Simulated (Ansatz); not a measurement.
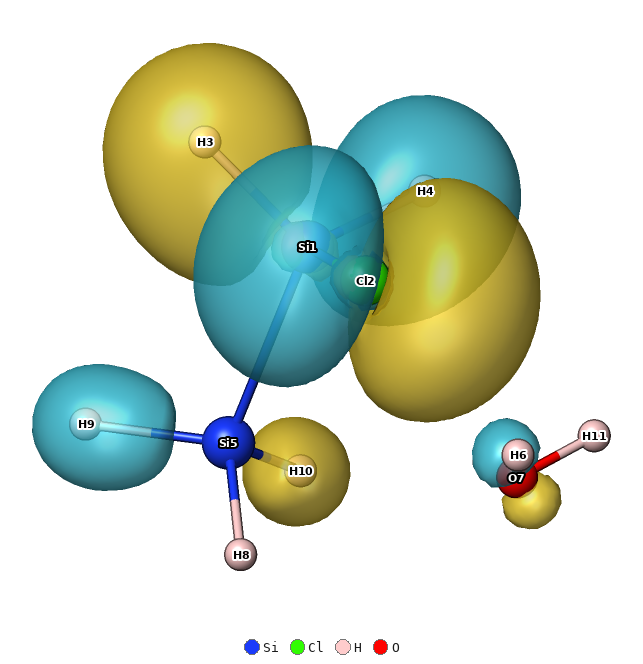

*ClH5Si2···H2O. The HOMO−1 at ±0.08 Å⁻³ᐟ² (yellow and cyan are the two phases), seen at a tilt.*

The reactant side of a reaction path; geometry: PBE0-D4/def2-TZVP.

Level of theory: Ansatz, RKS PBE0-D4/def2-TZVPP.

Input file:

```
crystal:
  periodic: [false, false, false]
  atoms:
    - {symbol: Si, position_ang: [-0.292296, -1.006753, -0.881410]}
    - {symbol: Cl, position_ang: [1.732800, -1.493240, -0.883499]}
    - {symbol: H, position_ang: [-0.802036, -1.463386, -2.200656]}
    - {symbol: H, position_ang: [-0.932842, -1.834613, 0.171278]}
    - {symbol: Si, position_ang: [-0.583249, 1.294738, -0.547608]}
    - {symbol: H, position_ang: [1.582415, -0.374975, 1.485054]}
    - {symbol: O, position_ang: [0.814072, 0.066688, 1.860970]}
    - {symbol: H, position_ang: [0.728815, 1.952214, -0.338912]}
    - {symbol: H, position_ang: [-1.211463, 1.869565, -1.771598]}
    - {symbol: H, position_ang: [-1.494658, 1.536797, 0.598070]}
    - {symbol: H, position_ang: [0.458341, -0.546938, 2.508211]}
basis:
  gaussian: {orbitals: def2-TZVPP}
hamiltonian: {xc: pbe0, dispersion: d4}
output: {orbitals: {seedname: orbitals}}
```

Launched as:

```sh
ansatz run in.yaml --threads 4 --pin off --events-out ev --progress --plain --max-ram 9574MiB
```

**Where does this orbital lie, and at what energy?**

By Hirshfeld shares it lies mainly on Cl2 (about 55 %), Si1 (about 15 %), H3 (about 10 %) and H4 (about 10 %). Its energy is −8.92 eV.
